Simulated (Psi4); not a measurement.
# CCSD/def2-TZVP run of GaNH4 (SMILES [H][Ga]([H])[NH2])

What is the vertical singlet–triplet gap of GaNH4 at CCSD/def2-TZVP? 

The calculation is run with Psi4 1.11.

## (1) The molecule

GaNH4 has 6 atoms, charge 0, and is taken as a singlet. As SMILES, `[H][Ga]([H])[NH2]`. Geometry: a GFN2-xTB relaxation, a rough one for these elements and not checked as a minimum.

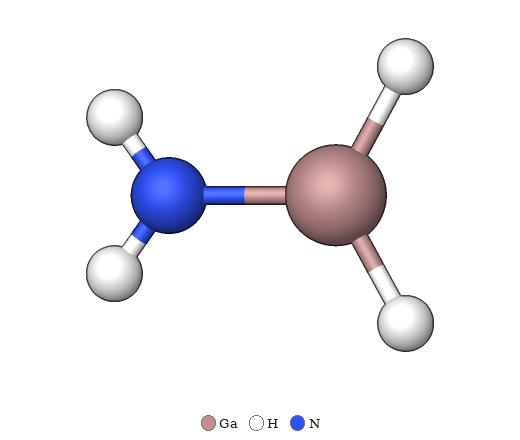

Viewed from a chosen angle; gallium pink, hydrogen white, nitrogen blue.

## (2) A single-point energy at CCSD/def2-TZVP

Input file job.json:

```json
{
 "schema_name": "qcschema_input",
 "schema_version": 1,
 "molecule": {
  "schema_name": "qcschema_molecule",
  "schema_version": 2,
  "symbols": ["Ga", "H", "H", "N", "H", "H"],
  "geometry": [0.80133836, 1.38603852, 0.0144564, 3.57165796, 1.42502357, 0.94762206, -0.55057171, 3.81395865, -0.89601364, -0.90366703, -1.56053583, -0.00236216, -2.71311759, -1.79733741, -0.58218682, -0.20564, -3.2671475, 0.51848416],
  "molecular_charge": 0,
  "molecular_multiplicity": 1,
  "fix_symmetry": "c1"
 },
 "driver": "energy",
 "model": {
  "method": "ccsd",
  "basis": "def2-TZVP"
 },
 "keywords": {
  "puream": true,
  "e_convergence": 1e-09,
  "d_convergence": 1e-08,
  "scf_type": "pk",
  "num_frozen_docc": 10
 }
}
```

Launch:

```bash
psi4 --qcschema job.json -n 1 --memory 1600MB
```

stdout:

```text
[...]
  Running in c1 symmetry.
[...]
  Nuclear repulsion =  108.906552836141557
[...]
  Multiplicity = 1
[...]
  Nalpha       = 21
  Nbeta        = 21
[...]
    Number of basis functions: 103
[...]
   @RHF iter   1: -1978.35711129501624   -2.69726e+00   2.90829e-02 ADIIS/DIIS
[...]
   @RHF iter  12: -1980.05444679282141   -5.91172e-12   1.92411e-09 DIIS
[...]
    Orbital Energies [Eh]
    ---------------------
    Doubly Occupied:
       1A   -378.795418     2A    -48.148835     3A    -42.478361
       4A    -42.474943     5A    -42.474372     6A    -15.529933
       7A     -6.378441     8A     -4.474953     9A     -4.469078
      10A     -4.468597    11A     -1.197278    12A     -1.184424
      13A     -1.183796    14A     -1.182444    15A     -1.178907
      16A     -1.088132    17A     -0.630604    18A     -0.618113
      19A     -0.485497    20A     -0.422159    21A     -0.395868
[...]
  @RHF Final Energy: -1980.05444679282141
   => Energetics <=
    Nuclear Repulsion Energy =            108.9065528361415573
    One-Electron Energy =               -2979.4017016200841681
    Two-Electron Energy =                 890.4407019911212728
    Total Energy =                      -1980.0544467928211816
[...]
 Multipole Moments:
 ------------------------------------------------------------------------------------
     Multipole            Electronic (a.u.)      Nuclear  (a.u.)        Total (a.u.)
 ------------------------------------------------------------------------------------
 L = 1.  Multiply by 2.5417464519 to convert [e a0] to [Debye]
 Dipole X            :          1.8089868           -1.9963096           -0.1873227
 Dipole Y            :          3.1173709           -3.4536159           -0.3362450
 Dipole Z            :          0.0221319           -0.0398680           -0.0177360
 Magnitude           :                                                    0.3853116
[...]
      * MP2 total energy                      = -1980.499813998855188
[...]
      * CCSD total energy                     = -1980.514066081880628
[...]
```

The result, in JSON:

```text
{
 "driver": "energy",
 "model": {
  "method": "ccsd",
  "basis": "def2-TZVP"
 },
 "success": true,
 "return_result": -1980.5140660818806,
 "properties": {
  "calcinfo_nbasis": 103,
  "calcinfo_nmo": 103,
  "calcinfo_nalpha": 21,
  "calcinfo_nbeta": 21,
  "calcinfo_natom": 6,
  "nuclear_repulsion_energy": 108.90655283614156,
  "return_energy": -1980.5140660818806,
  "scf_one_electron_energy": -2979.401701620084,
  "scf_two_electron_energy": 890.4407019911213,
  "scf_dipole_moment": [-0.18732271890553331, -0.336244976090168, -0.01773603083403469],
  "scf_total_energy": -1980.0544467928214,
  "scf_iterations": 12,
  "mp2_same_spin_correlation_energy": -0.1175124773971008,
  "mp2_opposite_spin_correlation_energy": -0.3278547286371833,
  "mp2_singles_energy": -2.5426431885064518e-27,
  "mp2_doubles_energy": -0.4453672060342841,
  "mp2_correlation_energy": -0.4453672060342841,
  "mp2_total_energy": -1980.4998139988552,
  "ccsd_same_spin_correlation_energy": -0.10658584277615851,
  "ccsd_opposite_spin_correlation_energy": -0.3530334462835701,
  "ccsd_singles_energy": 0.0,
  "ccsd_doubles_energy": -0.4596192890597286,
  "ccsd_correlation_energy": -0.45961928905972843,
  "ccsd_total_energy": -1980.5140660818806,
  "ccsd_iterations": 16
 }
}
```

It took 24 s on 1 thread of Intel Xeon 6975P-C (Granite Rapids), shared host; peak memory 0.9 GiB.

## (3) The triplet, same level

Input file job.py:

```python
import psi4

psi4.set_memory(1600000000)
psi4.set_num_threads(1)
psi4.set_output_file('output.dat', False)

mol = psi4.geometry("""
0 3
Ga     0.424050     0.733460     0.007650
H      1.890040     0.754090     0.501460
H     -0.291350     2.018260    -0.474150
N     -0.478200    -0.825800    -0.001250
H     -1.435720    -0.951110    -0.308080
H     -0.108820    -1.728900     0.274370
symmetry c1
no_reorient
no_com
""")

options = {'basis': 'def2-TZVP', 'reference': 'uhf', 'puream': True, 'e_convergence': 1e-09, 'd_convergence': 1e-08, 'scf_type': 'pk', 'num_frozen_docc': 10, 'maxiter': 200}
psi4.set_options(options)

e_tot, wfn = psi4.energy("ccsd", molecule=mol, return_wfn=True)
print(f'total energy {e_tot:.8f} hartree = {e_tot * 27.211386:.5f} eV')
for k, v in sorted(psi4.core.scalar_variables().items()):
    print(f'{k:45s} {v:18.10f}')
```

Launch:

```bash
python job.py
```

output.dat:

```text
[...]
  Running in c1 symmetry.
[...]
  Nuclear repulsion =  108.906552615978455
[...]
  Multiplicity = 3
[...]
  Nalpha       = 22
  Nbeta        = 20
[...]
    Number of basis functions: 103
[...]
   @UHF iter   1: -1978.06131380226998   -2.40146e+00   2.97344e-02 DIIS/ADIIS
[...]
   @UHF iter  17: -1979.90065990864741   -2.18279e-11   7.43557e-09 DIIS
[...]
   @S^2 Observed:                2.031260437E+00
[...]
    Orbital Energies [Eh]
    ---------------------
    Alpha Occupied:
       1A   -378.768720     2A    -48.123238     3A    -42.452882
       4A    -42.449659     5A    -42.448892     6A    -15.724124
       7A     -6.353642     8A     -4.449007     9A     -4.446777
      10A     -4.442880    11A     -1.325816    12A     -1.159707
      13A     -1.157822    14A     -1.155728    15A     -1.152823
      16A     -1.152307    17A     -0.795944    18A     -0.739772
      19A     -0.673906    20A     -0.501453    21A     -0.384884
      22A     -0.165598
    Alpha Virtual:
      23A      0.059099    24A      0.131361    25A      0.152960
[...]
  @UHF Final Energy: -1979.90065990864741
   => Energetics <=
    Nuclear Repulsion Energy =            108.9065526159784554
    One-Electron Energy =               -2978.6569103989540963
    Two-Electron Energy =                 889.8496978743281716
    Total Energy =                      -1979.9006599086474125
  UHF NO Occupations:
  HONO-2 :   20  A 1.9907420
  HONO-1 :   21  A 1.0000000
[...]
 Multipole Moments:
 ------------------------------------------------------------------------------------
     Multipole            Electronic (a.u.)      Nuclear  (a.u.)        Total (a.u.)
 ------------------------------------------------------------------------------------
 L = 1.  Multiply by 2.5417464519 to convert [e a0] to [Debye]
 Dipole X            :        -20.0493424           18.6181487           -1.4311937
 Dipole Y            :        -34.6887869           32.2179407           -2.4708462
 Dipole Z            :         -0.4307193            0.4195192           -0.0112001
 Magnitude           :                                                    2.8554372
[...]
      * MP2 total energy                      = -1980.302720055455211
[...]
      * CCSD total energy                     = -1980.328207594162222
```

On the terminal:

```text
total energy -1980.32820759 hartree = -53887.47526 eV
CC D1 DIAGNOSTIC                                    0.0000000000
CC D2 DIAGNOSTIC                                    0.0000000000
CC NEW D1 DIAGNOSTIC                                0.0000000000
CC T1 DIAGNOSTIC                                    0.0201138749
CCSD CORRELATION ENERGY                            -0.4275476855
CCSD DOUBLES ENERGY                                -0.4275476855
CCSD ITERATIONS                                    25.0000000000
CCSD OPPOSITE-SPIN CORRELATION ENERGY              -0.3250277510
CCSD SAME-SPIN CORRELATION ENERGY                  -0.1025199345
CCSD SINGLES ENERGY                                -0.0000000000
CCSD TOTAL ENERGY                               -1980.3282075942
CURRENT CORRELATION ENERGY                         -0.4275476855
CURRENT ENERGY                                  -1980.3282075942
CURRENT REFERENCE ENERGY                        -1979.9006599086
DD SOLVATION ENERGY                                 0.0000000000
HF KINETIC ENERGY                                1980.1990772846
HF POTENTIAL ENERGY                             -3960.0997371932
HF TOTAL ENERGY                                 -1979.9006599086
HF VIRIAL RATIO                                     1.9998492993
MP2 CORRELATION ENERGY                             -0.4020601468
MP2 DOUBLES ENERGY                                 -0.4020601468
MP2 OPPOSITE-SPIN CORRELATION ENERGY               -0.2936613225
MP2 SAME-SPIN CORRELATION ENERGY                   -0.1083988244
MP2 SINGLES ENERGY                                 -0.0000000000
MP2 TOTAL ENERGY                                -1980.3027200555
NUCLEAR REPULSION ENERGY                          108.9065526160
ONE-ELECTRON ENERGY                             -2978.6569103990
PCM POLARIZATION ENERGY                             0.0000000000
PE ENERGY                                           0.0000000000
SCF ITERATION ENERGY                            -1979.9006599086
SCF ITERATIONS                                     17.0000000000
SCF TOTAL ENERGY                                -1979.9006599086
TWO-ELECTRON ENERGY                               889.8496978743
```

Run time: 86 s. Hardware: 1 thread of Intel Xeon 6975P-C (Granite Rapids), shared host; peak memory 0.93 GiB.

## (4) Outcome

At CCSD/def2-TZVP, 10 core orbitals frozen:

| quantity | value |
| --- | --- |
| singlet: total energy | -1980.51407 Eh |
| singlet: HOMO energy (Hartree–Fock orbitals) | -10.77 eV |
| singlet: LUMO energy (Hartree–Fock orbitals) | 1.98 eV |
| singlet: HOMO–LUMO gap (Hartree–Fock orbitals) | 12.76 eV |
| singlet: correlation energy (10 core orbitals frozen) | -459.6 mEh |
| singlet: T1 diagnostic | 0.014 |
| triplet: total energy | -1980.32821 Eh |
| triplet: HOMO energy (Hartree–Fock orbitals) (highest over α and β) | -4.51 eV |
| triplet: LUMO energy (Hartree–Fock orbitals) (lowest over α and β) | -0.65 eV |
| triplet: correlation energy (10 core orbitals frozen) | -427.5 mEh |
| triplet: ⟨S²⟩ of the reference determinant | 2.031 |
| triplet: T1 diagnostic | 0.020 |
| vertical energy of the triplet above the singlet | 5.057 eV |

What this shows: At this shape the triplet lies 5.06 eV (488 kJ/mol) above the singlet.
